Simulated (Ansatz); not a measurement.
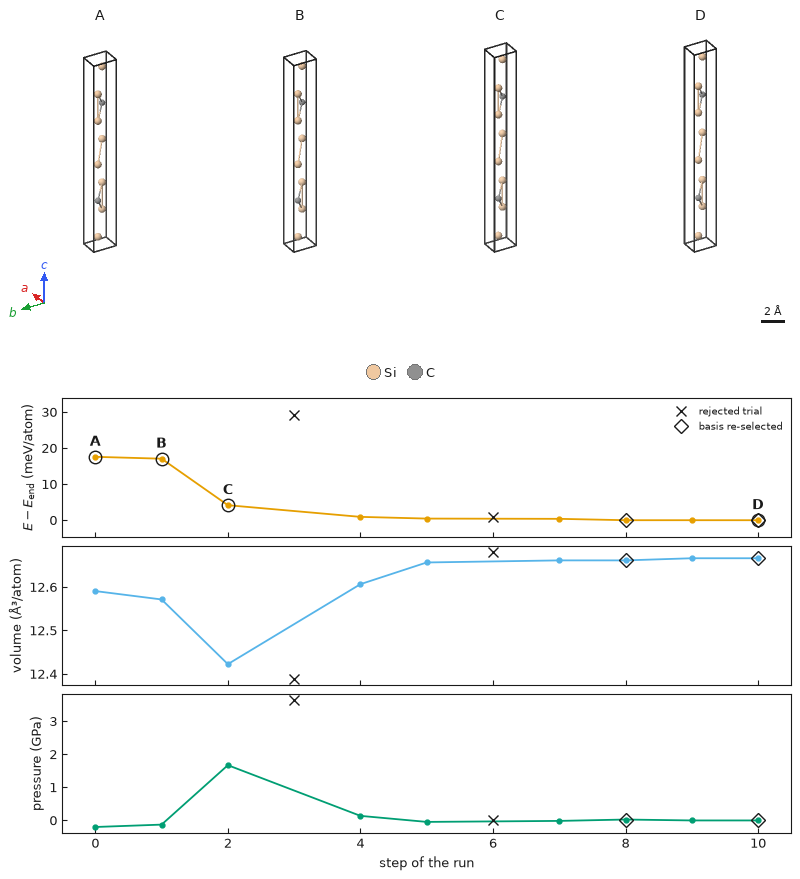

Frames of a relaxation of crystalline Si$_{4}$C (a generated structure, set up in P6_3/mmc), marked on the history of the run. A ball-and-stick model of the cell of the calculation, seen from a free direction.

Level of theory: DFT PBE, scalar-relativistic, plane waves, PAW (Ansatz). (plane-wave cutoff 420 eV; k-point mesh 12 × 12 × 4; occupations gaussian; smearing width 0.1 eV; no spin polarisation; cell and atoms relaxed; force threshold 0.01 eV/Å; at most 80 steps)

Question: Describe the path.

Answer: The largest moves relative to the cell, 0.079 Å, are those of Si atoms. C stays in place. The volume changes by +0.6 %, with a = b 2.931 → 2.857 Å (−2.5 %), c 16.926 → 17.919 Å (+5.9 %). Some distances before and after: Si–Si 2.533 → 2.642 Å, C–Si 2.085 → 2.046 Å, Si–Si 2.437 → 2.422 Å. Bond angles that change, for instance: Si–Si–Si 70.7° → 65.5°. The space group stays P6_3/mmc (No. 194). Over 6 accepted moves (10 points after the start) the energy falls by 17.6 meV per atom. Largest force component: 0.11 eV/Å at the start, 0.00042 eV/Å at the end. The pressure goes from −0.20 to 0.00 GPa. The line search rejected the trial steps at points 3, 6 of the run. The SCF was repeated twice at an unchanged geometry on a basis and grid sized afresh for the cell, which shifted the energy by 0.4 meV per atom at most. From step 0 to 1: volume −0.2 %, energy −0.5 meV per atom. From step 1 to 2: Si atoms move most (0.06 Å), volume −1.2 %, energy −12.9 meV per atom. From step 2 to 10: Si atoms move most (0.04 Å), volume +2.0 %, energy −4.2 meV per atom.
